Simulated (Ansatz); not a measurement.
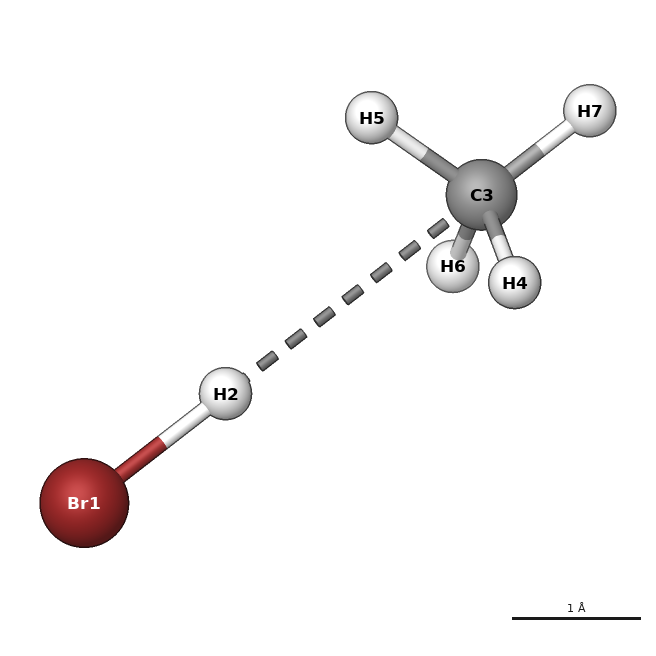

Two molecules or ions; the broken line marks their closest contact (measured against van der Waals radii). The geometry was computed by an optimisation with PBE0-D4/def2-TZVP. Program: Ansatz 0.2.0.

> Which two species are they?

HBr and CH4 (`Br.C`).

> How long is the contact?

H2···C3 is 2.58 Å.

Give the counterpoise-corrected interaction energy (kcal/mol, monomers kept as in the pair) with CCSD(T)/CBS (MP2 limit from def2-TZVPPD and def2-QZVPPD plus CCSD(T) − MP2); PBE-D4/def2-TZVPPD; B97M-V/def2-TZVPPD; ωB97X-V/def2-TZVPPD; ωB97M-V/def2-TZVPPD.

```
                                                                      level  interaction energy (kcal/mol)
CCSD(T)/CBS (MP2 limit from def2-TZVPPD and def2-QZVPPD plus CCSD(T) − MP2)                           −1.1
                                                         PBE-D4/def2-TZVPPD                           −1.3
                                                         B97M-V/def2-TZVPPD                           −1.0
                                                        ωB97X-V/def2-TZVPPD                           −1.0
                                                        ωB97M-V/def2-TZVPPD                           −0.9
```
